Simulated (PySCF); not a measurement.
C4H16MoN4 (Mo(NHMe)4)

Input file:

```
{"job": {"kind": "uv", "xc": "CAM-B3LYP", "basis": "def2-SVPD", "ip": false, "nstates": 10}, "charge": 0, "multiplicity": 1}
Mo    -0.008665    -0.002031     0.002071
N     -0.089462    -0.064117     1.923246
C      0.758886     0.601259     2.885602
H     -0.958728    -0.382648     2.361301
H      1.030152    -0.064408     3.726409
H      1.699127     0.908877     2.400998
H      0.297833     1.509732     3.319555
N      1.793743     0.012097    -0.665800
C      2.945578    -0.710231    -0.175582
H      1.956734     0.357794    -1.615984
H      3.851235    -0.075679    -0.152043
H      2.760037    -1.048006     0.856309
H      3.186668    -1.607039    -0.778812
N     -0.778421     1.622092    -0.682740
C     -2.172188     1.960374    -0.859214
H     -0.192413     2.461662    -0.709610
H     -2.356211     2.459077    -1.829281
H     -2.780655     1.042257    -0.846664
H     -2.562868     2.627356    -0.066317
N     -0.948349    -1.579057    -0.573103
C     -1.549026    -1.857187    -1.857822
H     -0.823293    -2.440555    -0.033550
H     -2.540894    -2.335645    -1.754589
H     -1.699852    -0.915116    -2.408490
H     -0.928936    -2.517109    -2.495287
```

Launched as:

```sh
OMP_NUM_THREADS=1 python probes_run.py task.json out
```

Geometry: PBE0-D3(BJ)/def2-SVP; core potentials replace the inner electrons of Mo.

Level of theory: CAM-B3LYP/def2-SVPD, SCF density, gas phase, scalar-relativistic core potentials on the heavy atoms in PySCF 2.14.0.

### What will maps of the electron density and electron localisation function show?

C–N (1.45 Å): ρ at the midpoint is about 2 e/Å³; the ELF peaks at about 0.95 between the atoms; a shared electron pair.
N–H (1.02 Å): ρ is about 2.7 e/Å³ halfway; the ELF climbs to about 1 towards the hydrogen, as it does in any bond to H: a covalent bond by its length.
C–H (1.10 Å): ρ is about 1.9 e/Å³ halfway; the ELF climbs to about 1 towards the hydrogen (a covalent bond by its length).

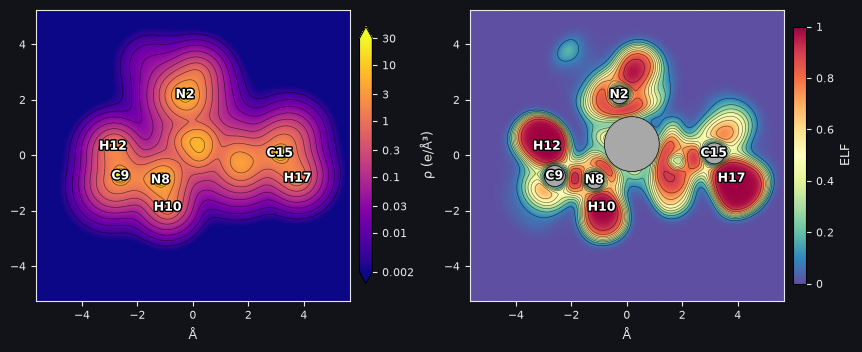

Computed electron density and electron localisation function on the plane of atoms N8, C9 and H12, in this order. Grey discs cover the atomic cores in the ELF map. 
